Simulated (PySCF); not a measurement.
**C4H11BOSi (SMILES B[C@H]1COCC[SiH2]1): density, localisation and related maps**

```json
{"atom": "B", "x (Å)": "2.3512", "y (Å)": "0.9089", "z (Å)": "0.3842"}
{"atom": "C", "x (Å)": "1.0856", "y (Å)": "0.4443", "z (Å)": "-0.3651"}
{"atom": "C", "x (Å)": "0.8566", "y (Å)": "-1.0660", "z (Å)": "-0.4805"}
{"atom": "O", "x (Å)": "-0.3653", "y (Å)": "-1.4318", "z (Å)": "-1.0867"}
{"atom": "C", "x (Å)": "-1.5000", "y (Å)": "-1.2459", "z (Å)": "-0.2782"}
{"atom": "C", "x (Å)": "-1.8755", "y (Å)": "0.2258", "z (Å)": "-0.0838"}
{"atom": "Si", "x (Å)": "-0.3921", "y (Å)": "1.1854", "z (Å)": "0.6229"}
{"atom": "H", "x (Å)": "2.7697", "y (Å)": "1.9857", "z (Å)": "0.2015"}
{"atom": "H", "x (Å)": "2.8676", "y (Å)": "0.2127", "z (Å)": "1.1706"}
{"atom": "H", "x (Å)": "0.9966", "y (Å)": "0.8738", "z (Å)": "-1.3666"}
{"atom": "H", "x (Å)": "0.9355", "y (Å)": "-1.5360", "z (Å)": "0.5117"}
{"atom": "H", "x (Å)": "1.6216", "y (Å)": "-1.5057", "z (Å)": "-1.1283"}
{"atom": "H", "x (Å)": "-1.3397", "y (Å)": "-1.7189", "z (Å)": "0.7041"}
{"atom": "H", "x (Å)": "-2.3049", "y (Å)": "-1.7822", "z (Å)": "-0.7910"}
{"atom": "H", "x (Å)": "-2.1697", "y (Å)": "0.6367", "z (Å)": "-1.0500"}
{"atom": "H", "x (Å)": "-2.7448", "y (Å)": "0.2843", "z (Å)": "0.5693"}
{"atom": "H", "x (Å)": "-0.5257", "y (Å)": "2.6260", "z (Å)": "0.3916"}
{"atom": "H", "x (Å)": "-0.2753", "y (Å)": "0.9093", "z (Å)": "2.0629"}
```

Geometry: GFN2-xTB.

Computed with PBE0/pcSseg-1, SCF density, gas phase, non-relativistic in PySCF 2.14.0.

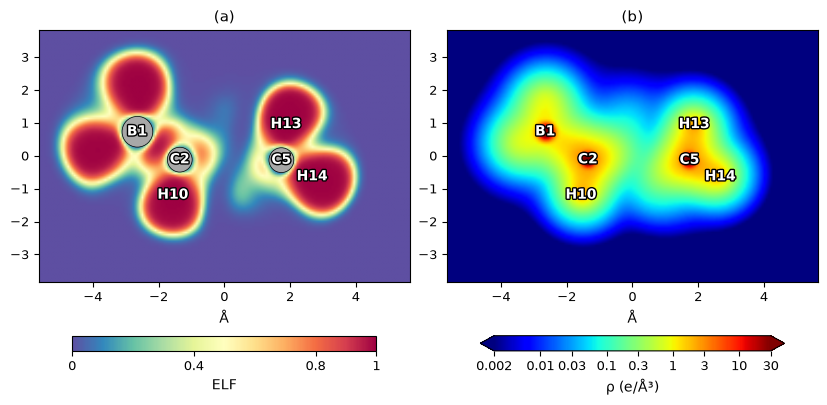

Figure 1. (a) electron localisation function; (b) total electron density on the plane of atoms B1, C2 and H10. Grey discs cover the atomic cores in the ELF map.

### What does the map show?

- The section cuts through B, C and H sites.
- C–B (1.54 Å): the density is about 1.4 e/Å³ at the midpoint; the ELF peaks at about 0.95 between the atoms, as expected for localised, covalent bonding.
- C–H (1.09 Å): the density is about 1.9 e/Å³ at the midpoint; the ELF climbs to about 1 towards the hydrogen, as it does in any bond to H; a covalent bond by its length.

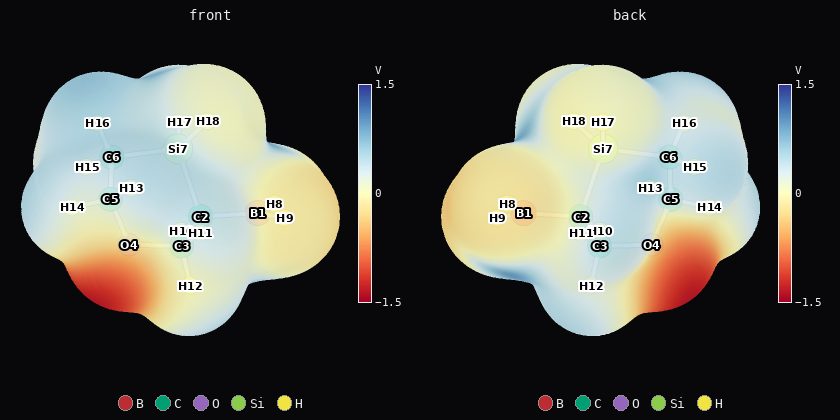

Figure 2. The molecular electrostatic potential painted on the density surface at 0.001 e/bohr³, seen from the front and from behind; red is negative and blue positive.

### Which sites attract a positive test charge, and which a negative one?

A positive charge is drawn to the negative regions and a negative charge to the positive ones. The most negative region (about −1.3 V) lies over O4, the most positive (about +0.9 V) over B1 and Si7. O4 is the likeliest acceptor of a hydrogen bond.

### How polar is the molecule by this calculation?

Its dipole moment is 1.17 D.
